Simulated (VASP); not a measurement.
Band structure of WB (relaxed from the zinc blende structure, space group F-43m). All values below come from PBE GGA, VASP's PBE PAW potentials (set 64) (plane waves; VASP).

Unless said otherwise, spin-orbit coupling is left out, though it shifts the bands of the heavy elements here.

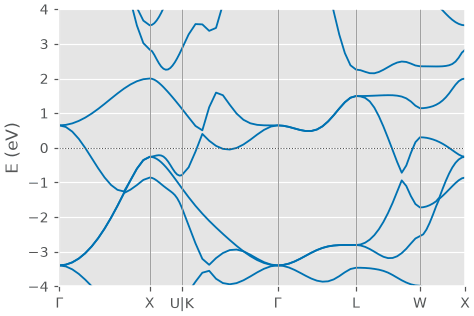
Bands along high-symmetry lines, zero at the valence-band maximum or, without a gap, the Fermi level

Problem. Read the plot: is there a gap, and where are the band edges?

Solution. It has no gap at this level: it comes out as a metal or semimetal. (Edges off the drawn lines would not show.)

The structure was generated: WB was put into the zinc blende type (F-43m), which need not be its known phase. It was relaxed first, which changed the volume by -38 %. The electron count is odd and the run is not spin-polarised, which forces a metal.
